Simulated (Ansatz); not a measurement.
**AlH3 (SMILES [AlH3]): RPA@PBE/def2-TZVPPD**

Aim: the electronic atomisation energy of AlH3 at RPA@PBE/def2-TZVPPD, from 3 runs. 

The results are computed with Ansatz 0.2.0.

35 further runs of the same task are left out: 1 that didn't finish, 34 set aside as unsound or not needed.

## 1. The molecule

AlH3: 4 atoms, total charge 0, spin state singlet. As SMILES, `[AlH3]`. The shape is that of a PBE0-D4/def2-TZVP optimisation.

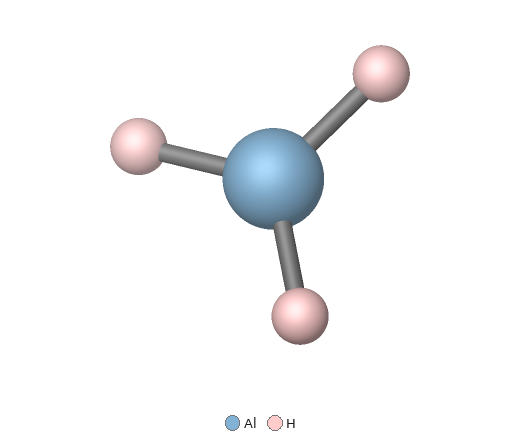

The structure, seen from a chosen angle (aluminium light blue, hydrogen pink).

## 2. A single-point energy at RPA@PBE/def2-TZVPPD

job.yaml reads:

```yaml
crystal:
  periodic: [false, false, false]
  atoms:
    - {symbol: Al, position_ang: [0.013700, -0.014800, -0.005100]}
    - {symbol: H, position_ang: [0.633200, 0.670900, 1.283600]}
    - {symbol: H, position_ang: [-1.340800, -0.832000, 0.105100]}
    - {symbol: H, position_ang: [0.749400, 0.115700, -1.403900]}
basis:
  gaussian: {orbitals: def2-TZVPPD.json}
hamiltonian: {xc: {name: PBE}}
correlation: {method: rpa, frozen_orbitals: {Al: 5, H: 0}}
accuracy: high
```

The basis set def2-TZVPPD is read from a file made from the Basis Set Exchange's data (not shown).

Started as:

```console
$ ansatz run job.yaml --threads 1 --pin off --max-ram 3480MiB --events-out events.jsonl --progress --plain --runs-dir runs
```

The log of the run:

```text
Warning: RAYON_NUM_THREADS=1 ignored (pool sized by the plan → 1); use --threads N
Functional definition: PBE
  name "PBE"
  parameter kappa = 0.804
  parameter beta = 0.06672455060314922
  exchange = pbe_x(kappa = kappa, mu = beta*pi^2/3)
  correlation = pbe_c(beta = beta)
1496 factors; integrals over basis functions are off by at most 3.3e-9 eV
mean field evaluation 1: about -6639.9161 eV, gradient 1.6e1 eV
mean field evaluation 2: about -6639.9132 eV, gradient 1.6e1 eV
mean field evaluation 4: about -6640.9682 eV, gradient 1.3e0 eV
mean field evaluation 8: about -6640.9706 eV, gradient 1.4e-3 eV
mean field evaluation 16: about -6640.9706 eV, gradient 1.7e-8 eV
mean field -6640.97060595 eV, -244.0511683570 hartree, gradient 1.8e-8 eV, S^2 0.000000; 0 other end points of the search recorded, 0 dependent functions left out
5 core orbitals not correlated: weight in the atoms' cores, before any rotation towards them, 1.000 or more for the frozen orbitals, at most 0.000 for the correlated occupied ones
reference -6629.42107925 eV, -243.6267310795 hartree; 3, 3 occupied and 91, 91 virtual orbitals, 1496 factors
Total energy: -6635.49993287 eV, -243.8501248295 hartree
```

It took 4.8 s on 1 thread of Arm Neoverse V1, shared host; peak memory 0.25 GiB.

## 3. The Al atom

molecule.yaml reads:

```yaml
crystal:
  periodic: [false, false, false]
  atoms:
    - {symbol: Al, position_ang: [0.000000, 0.000000, 0.000000]}
basis:
  gaussian: {orbitals: def2-TZVPPD.json}
magnetization: {spin_polarized: true, initial_magnetization: 1}
hamiltonian: {xc: {name: PBE}}
correlation: {method: rpa, frozen_orbitals: {Al: 5}}
accuracy: high
```

The basis set def2-TZVPPD is read from a file made from the Basis Set Exchange's data (not shown).

Started as:

```console
$ ansatz run molecule.yaml --threads 1 --pin off --max-ram 3480MiB --events-out events.jsonl --progress --plain --runs-dir runs
```

The log of the run, cut to the lines that bear on the results:

```text
Warning: RAYON_NUM_THREADS=1 ignored (pool sized by the plan → 1); use --threads N
[... 2 set-up lines as earlier in the session ...]
[...]
459 factors; integrals over basis functions are off by at most 2.8e-9 eV
[...]
mean field -6591.35199009 eV, -242.2277178571 hartree, gradient 6.4e-8 eV, S^2 0.755317; 3 other end points of the search recorded, 0 dependent functions left out
5 core orbitals not correlated: weight in the atoms' cores, before any rotation towards them, 1.000 or more for the frozen orbitals, at most 0.000 for the correlated occupied ones
reference -6581.50814832 eV, -241.8659633444 hartree; 2, 1 occupied and 41, 42 virtual orbitals, 459 factors
Total energy: -6584.31450713 eV, -241.9690951284 hartree
```

It took 2.8 s on 1 thread of Arm Neoverse V1, shared host; peak memory 0.12 GiB.

## 4. The H atom, same level

molecule.yaml reads:

```yaml
crystal:
  periodic: [false, false, false]
  atoms:
    - {symbol: H, position_ang: [0.000000, 0.000000, 0.000000]}
basis:
  gaussian: {orbitals: def2-TZVPPD.json}
accuracy: high
hamiltonian: {xc: {name: PBE}}
correlation: {method: rpa, frozen_orbitals: {H: 0}}
magnetization: {spin_polarized: true, initial_magnetization: 1}
```

The basis set def2-TZVPPD is read from a file made from the Basis Set Exchange's data (not shown).

Run the same way, it converges to -0.51817 Eh (log not shown).

## 5. Summary of results

Level: RPA@PBE/def2-TZVPPD, 5 core orbitals frozen.

```
                                  quantity          value
                    molecule: total energy  -243.85012 Eh
molecule: RPA correlation energy (valence)     -223.4 mEh
                     Al atom: total energy  -241.96910 Eh
 Al atom: RPA correlation energy (valence)     -103.1 mEh
Al atom: ⟨S²⟩ of the reference determinant          0.755
                      H atom: total energy    -0.51817 Eh
            H atom: RPA correlation energy      -18.8 mEh
 H atom: ⟨S²⟩ of the reference determinant          0.750
             electronic atomisation energy       8.885 eV
```

What this shows: Taking the molecule apart into free atoms costs 8.89 eV (857 kJ/mol), before zero-point energy and without spin-orbit coupling.
